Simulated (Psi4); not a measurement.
# triplet CH5Al: levels of theory compared

We compute a comparison of 3 runs (UB3LYP/def2-TZVP, UBHLYP/def2-TZVP, UPBE0/def2-TZVP) of triplet CH5Al. 

Program for the calculation: Psi4 1.11.

**1. The structure to begin with**

CH5Al: 7 atoms, total charge 0, spin state triplet. SMILES of the parent species: `[CH3][AlH2]`. The shape is that of a PBE0-D4/def2-TZVP optimisation. That shape belongs to the parent species and isn't relaxed for this state.

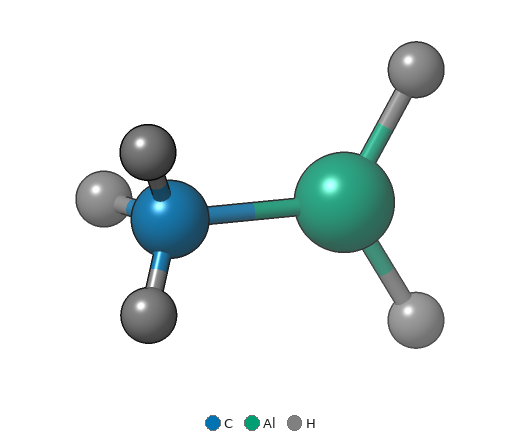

Viewed from a chosen angle; carbon blue, aluminium teal, hydrogen grey.

**2. A single-point energy at UB3LYP/def2-TZVP (run 1)**

Input file ch5al.dat:

```
memory 1600 MB

molecule system {
  0 3
  C
  Al 1 R2
  H 1 R3 2 A3
  H 1 R4 3 A4 2 D4
  H 1 R5 3 A5 4 D5
  H 2 R6 1 A6 3 D6
  H 2 R7 6 A7 1 D7

  R2 = 1.950391
  R3 = 1.092908
  A3 = 112.60892
  R4 = 1.097108
  A4 = 106.67039
  D4 = -120.17335
  R5 = 1.09311
  A5 = 108.56039
  D5 = -114.54577
  R6 = 1.590162
  A6 = 120.64561
  D6 = -28.39761
  R7 = 1.590205
  A7 = 118.76014
  D7 = 178.69537
  units angstrom
  symmetry c1
}

set {
  basis                def2-TZVP
  reference            uks
  puream               true
  e_convergence        1e-09
  d_convergence        1e-08
  scf_type             pk
  dft_radial_points    99
  dft_spherical_points 590
  maxiter              200
}

energy_value, wavefunction = energy("b3lyp", return_wfn=True)
oeprop(wavefunction, "LOWDIN_CHARGES", "MULLIKEN_CHARGES", "DIPOLE")
print_variables()
```

On the command line:

```sh
$ psi4 ch5al.dat ch5al.out -n 1
```

ch5al.out:

```text
[...]
  Running in c1 symmetry.
[...]
  Nuclear repulsion =   50.618444317924720
[...]
  Multiplicity = 3
[...]
  Nalpha       = 13
  Nbeta        = 11
[...]
    Number of basis functions: 98
[...]
   @UKS iter   1:  -283.01971004344000   -9.44417e-02   8.83461e-03 ADIIS/DIIS
[...]
   @UKS iter  21:  -283.39092421470582   -6.82121e-13   5.93615e-09 DIIS
[...]
   @S^2 Observed:                2.012896415E+00
[...]
  @UKS Final Energy:  -283.39092421470582
   => Energetics <=
    Nuclear Repulsion Energy =             50.6184443179247197
    One-Electron Energy =                -491.4932481117908196
    Two-Electron Energy =                 178.3702472649119670
    DFT Exchange-Correlation Energy =     -20.8863676857517042
    Empirical Dispersion Energy =           0.0000000000000000
    VV10 Nonlocal Energy =                  0.0000000000000000
    Total Energy =                       -283.3909242147058194
[...]
 Multipole Moments:
 ------------------------------------------------------------------------------------
     Multipole            Electronic (a.u.)      Nuclear  (a.u.)        Total (a.u.)
 ------------------------------------------------------------------------------------
 L = 1.  Multiply by 2.5417464519 to convert [e a0] to [Debye]
 Dipole X            :         -0.0271890            0.0768926            0.0497037
 Dipole Y            :          0.0156051           -0.0439323           -0.0283273
 Dipole Z            :          2.8082056           -2.6300915            0.1781141
 Magnitude           :                                                    0.1870762
[...]
  Mulliken Charges: (a.u.)
   Center  Symbol    Alpha    Beta     Spin     Total
       1     C     3.25306  3.27612 -0.02306 -0.52919
       2    AL     7.10604  5.91717  1.18887 -0.02321
       3     H     0.44189  0.43263  0.00926  0.12548
       4     H     0.43427  0.43129  0.00298  0.13444
       5     H     0.44170  0.43265  0.00905  0.12565
       6     H     0.66139  0.25538  0.40601  0.08323
       7     H     0.66165  0.25476  0.40688  0.08359
   Total alpha = 13.00000, Total beta = 11.00000, Total charge =  0.00000
  Lowdin Charges: (a.u.)
[...]
```

Wall time 47 s (1 thread of Intel Xeon Platinum 8488C (Sapphire Rapids), shared host); peak memory 0.73 GiB.

**3. A single-point energy at UBHLYP/def2-TZVP (run 2)**

Input file calc.inp:

```
memory 1.6 GB

molecule geom {
  0 3
  C     -0.448500    -0.695600    -0.355500
  Al     0.562900     0.778300     0.424700
  H     -1.063100    -1.219600     0.380800
  H     -1.134400    -0.306400    -1.118200
  H      0.193400    -1.425500    -0.855600
  H      0.016000     1.549300     1.703400
  H      1.934800     1.251600    -0.225400
  symmetry c1
}

set globals {
  basis                def2-TZVP
  reference            uks
  puream               true
  e_convergence        1e-09
  d_convergence        1e-08
  scf_type             pk
  dft_radial_points    99
  dft_spherical_points 590
  maxiter              200
}

E, wfn = energy('bhhlyp', return_wfn=True)
```

On the command line:

```sh
$ psi4 -n 1 calc.inp calc.out
```

calc.out:

```text
[...]
  Running in c1 symmetry.
[...]
  Nuclear repulsion =   50.618451726653156
[...]
  Multiplicity = 3
[...]
  Nalpha       = 13
  Nbeta        = 11
[...]
    Number of basis functions: 98
[...]
   @UKS iter   1:  -283.09089842786034   -2.91453e-01   6.89443e-03 ADIIS/DIIS
[...]
   @UKS iter  19:  -283.32289240930612   -2.74554e-11   4.33989e-09 DIIS
[...]
   @S^2 Observed:                2.025259270E+00
[...]
    Orbital Energies [Eh]
    ---------------------
    Alpha Occupied:
       1A    -56.960284     2A    -10.548002     3A     -4.422633
       4A     -2.889738     5A     -2.889734     6A     -2.882251
       7A     -0.772245     8A     -0.554109     9A     -0.479079
      10A     -0.451017    11A     -0.448889    12A     -0.353109
      13A     -0.154809
    Alpha Virtual:
      14A      0.022379    15A      0.046093    16A      0.093231
      17A      0.118032    18A      0.130255    19A      0.149508
      20A      0.163795    21A      0.166108    22A      0.211713
      23A      0.216373    24A      0.234170    25A      0.249273
[...]
  @UKS Final Energy:  -283.32289240930612
   => Energetics <=
    Nuclear Repulsion Energy =             50.6184517266531557
    One-Electron Energy =                -491.5033429264890401
    Two-Electron Energy =                 170.8892888180963041
    DFT Exchange-Correlation Energy =     -13.3272900275665851
    Empirical Dispersion Energy =           0.0000000000000000
    VV10 Nonlocal Energy =                  0.0000000000000000
    Total Energy =                       -283.3228924093061210
[...]
 Multipole Moments:
 ------------------------------------------------------------------------------------
     Multipole            Electronic (a.u.)      Nuclear  (a.u.)        Total (a.u.)
 ------------------------------------------------------------------------------------
 L = 1.  Multiply by 2.5417464519 to convert [e a0] to [Debye]
 Dipole X            :          1.4856193           -1.4049734            0.0806459
 Dipole Y            :          2.1509805           -1.9307177            0.2202628
 Dipole Z            :          1.1602370           -1.1061640            0.0540730
 Magnitude           :                                                    0.2407142
[...]
```

It took 39 s on 1 thread of Intel Xeon Platinum 8488C (Sapphire Rapids), shared host; peak memory 0.73 GiB.

**4. Energy and gradient at UPBE0/def2-TZVP (run 3)**

Input file input.json:

```json
{
 "schema_name": "qcschema_input",
 "schema_version": 1,
 "molecule": {
  "schema_name": "qcschema_molecule",
  "schema_version": 2,
  "symbols": ["C", "Al", "H", "H", "H", "H", "H"],
  "geometry": [-0.84754217, -1.31449349, -0.67179764, 1.06372684, 1.47077384, 0.80256669, -2.00896784, -2.30470998, 0.71960771, -2.14370532, -0.57901208, -2.11309175, 0.36547303, -2.69380459, -1.61684967, 0.03023562, 2.92775268, 3.21895948, 3.65624211, 2.36518122, -0.42594427],
  "molecular_charge": 0,
  "molecular_multiplicity": 3,
  "fix_symmetry": "c1",
  "fix_com": true,
  "fix_orientation": true
 },
 "driver": "gradient",
 "model": {
  "method": "pbe0",
  "basis": "def2-TZVP"
 },
 "keywords": {
  "reference": "uks",
  "puream": true,
  "e_convergence": 1e-09,
  "d_convergence": 1e-08,
  "scf_type": "pk",
  "dft_radial_points": 99,
  "dft_spherical_points": 590,
  "maxiter": 200
 }
}
```

On the command line:

```sh
$ psi4 --qcschema input.json -n 1 --memory 1600MB
```

stdout:

```text
[...]
  Running in c1 symmetry.
[...]
  Nuclear repulsion =   50.618451735648492
[...]
  Multiplicity = 3
[...]
  Nalpha       = 13
  Nbeta        = 11
[...]
    Number of basis functions: 98
[...]
   @UKS iter   1:  -282.87810849938086   -1.53098e-01   8.07525e-03 DIIS/ADIIS
[...]
   @UKS iter  17:  -283.19139716662573   -2.04636e-12   5.66143e-09 DIIS
[...]
   @S^2 Observed:                2.015259565E+00
[...]
  @UKS Final Energy:  -283.19139716662573
   => Energetics <=
    Nuclear Repulsion Energy =             50.6184517356484918
    One-Electron Energy =                -491.5179416351470536
    Two-Electron Energy =                 177.1399683905040376
    DFT Exchange-Correlation Energy =     -19.4318756576312204
    Empirical Dispersion Energy =           0.0000000000000000
    VV10 Nonlocal Energy =                  0.0000000000000000
    Total Energy =                       -283.1913971666257908
[...]
 Multipole Moments:
 ------------------------------------------------------------------------------------
     Multipole            Electronic (a.u.)      Nuclear  (a.u.)        Total (a.u.)
 ------------------------------------------------------------------------------------
 L = 1.  Multiply by 2.5417464519 to convert [e a0] to [Debye]
 Dipole X            :         -8.5846898            8.6424735            0.0577837
 Dipole Y            :        -10.7874722           10.9485062            0.1610341
 Dipole Z            :         -6.1561540            6.1852626            0.0291086
 Magnitude           :                                                    0.1735460
[...]
  -Total Gradient:
     Atom            X                  Y                   Z
    ------   -----------------  -----------------  -----------------
       1        0.006115242540    -0.006183112940     0.007783664871
       2        0.019242657003     0.034017282899     0.013586318923
       3       -0.001979272564     0.001859469119    -0.001664316315
       4       -0.000479685331     0.002399265248    -0.001014825403
       5       -0.001184373273     0.001754074270    -0.002413359522
       6       -0.003346155509    -0.018096174898    -0.015696212167
       7       -0.018368403036    -0.015750995346    -0.000581233321
[...]
```

The result, in JSON:

```text
{
 "driver": "gradient",
 "model": {
  "method": "pbe0",
  "basis": "def2-TZVP"
 },
 "success": true,
 "return_result": [0.006115242540027592, -0.0061831129401485885, 0.007783664870715169, 0.019242657002798168, 0.0340172828986782, 0.013586318922754985, -0.001979272564273049, 0.0018594691188642126, -0.0016643163153235302, -0.00047968533144680803, 0.0023992652477160675, -0.0010148254027780995, -0.0011843732728967354, 0.001754074270232539, -0.0024133595223809895, -0.0033461555090922163, -0.018096174898380005, -0.015696212167302208, -0.0183684030362727, -0.015750995345724814, -0.0005812333207962858],
 "properties": {
  "calcinfo_nbasis": 98,
  "calcinfo_nmo": 98,
  "calcinfo_nalpha": 13,
  "calcinfo_nbeta": 11,
  "calcinfo_natom": 7,
  "nuclear_repulsion_energy": 50.61845173564849,
  "return_energy": -283.19139716662573,
  "return_gradient": [0.006115242540027592, -0.0061831129401485885, 0.007783664870715169, 0.019242657002798168, 0.0340172828986782, 0.013586318922754985, -0.001979272564273049, 0.0018594691188642126, -0.0016643163153235302, -0.00047968533144680803, 0.0023992652477160675, -0.0010148254027780995, -0.0011843732728967354, 0.001754074270232539, -0.0024133595223809895, -0.0033461555090922163, -0.018096174898380005, -0.015696212167302208, -0.0183684030362727, -0.015750995345724814, -0.0005812333207962858],
  "scf_one_electron_energy": -491.51794163514705,
  "scf_two_electron_energy": 177.13996839050404,
  "scf_xc_energy": -19.43187565763122,
  "scf_dipole_moment": [0.057783662996858, 0.16103405763560374, 0.029108581311838577],
  "scf_total_energy": -283.19139716662573,
  "scf_total_gradient": [0.006115242540027592, -0.0061831129401485885, 0.007783664870715169, 0.019242657002798168, 0.0340172828986782, 0.013586318922754985, -0.001979272564273049, 0.0018594691188642126, -0.0016643163153235302, -0.00047968533144680803, 0.0023992652477160675, -0.0010148254027780995, -0.0011843732728967354, 0.001754074270232539, -0.0024133595223809895, -0.0033461555090922163, -0.018096174898380005, -0.015696212167302208, -0.0183684030362727, -0.015750995345724814, -0.0005812333207962858],
  "scf_iterations": 17
 }
}
```

Run time: 46 s. Hardware: 1 thread of Intel Xeon Platinum 8488C (Sapphire Rapids), shared host; peak memory 0.73 GiB.

**5. The series**

```
run             level      task  energy (Eh)  dipole moment (D)  HOMO energy (eV)   ⟨S²⟩  wall time
  1  UB3LYP/def2-TZVP    energy  -283.390924               0.48             -3.49  2.013       47 s
  2  UBHLYP/def2-TZVP    energy  -283.322892               0.61             -4.21  2.025       39 s
  3   UPBE0/def2-TZVP  gradient  -283.191397               0.44             -3.77  2.015       46 s
```

**6. Outcome**

| quantity | value |
| --- | --- |
| run 3: total energy | -283.19140 Eh |
| run 3: dipole moment | 0.44 D |
| run 3: HOMO energy (highest over α and β) | -3.77 eV |
| run 3: ⟨S²⟩ | 2.015 |
| run 3: largest force on an atom | 2.128 eV/Å |

The dipole moment (its size) runs from 0.44 D (UPBE0/def2-TZVP) to 0.61 D (UBHLYP/def2-TZVP). Totals of different functionals can't be ranked against each other. All runs together took 2.2 min, the longest 47 s.
